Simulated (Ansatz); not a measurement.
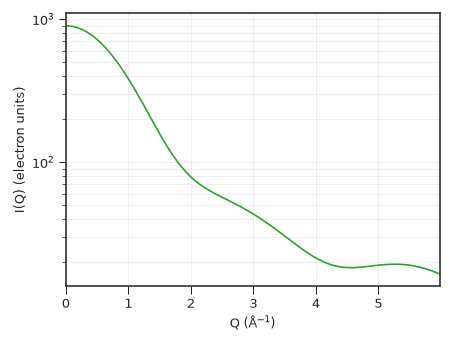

Elastic X-ray scattering of a randomly oriented, rigid molecule, calculated with the Debye equation from neutral-atom form factors (independent atoms, no Compton part, no vibration). The geometry is the end point of an optimisation (RKS PBE/def2-SVP (Ansatz)); it may be a saddle point or a higher isomer. It contains B, C, N, H.

How many electrons does the independent-atom model of the molecule hold?

Answer. I(0) is the square of the electron number: I(0) = 899, so about 30 electrons, the count of CH5BN2.

What radius of gyration does the initial fall-off give?

Answer. From I(Q) ≈ I(0) exp(−Q²R²/3) at small Q, R ≈ 1.63 Å. It is larger than the electron-weighted radius of the nuclear positions alone (1.43 Å), because each atom's electron cloud adds to it.
